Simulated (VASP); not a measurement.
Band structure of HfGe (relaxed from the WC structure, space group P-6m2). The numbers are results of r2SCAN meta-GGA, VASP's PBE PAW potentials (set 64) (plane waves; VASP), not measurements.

Unless said otherwise, spin-orbit coupling is left out, though it shifts the bands of the heavy elements here.

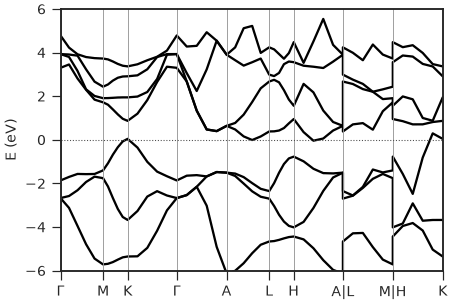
Fig. 1. Bands along high-symmetry lines, zero at the valence-band maximum or, without a gap, the Fermi level

Problem. Read the plot: is there a gap, and where are the band edges?

Solution. It has no gap at this level: it comes out as a metal or semimetal.

The structure was generated: HfGe was put into the WC type (P-6m2), which need not be its known phase. It was relaxed first.
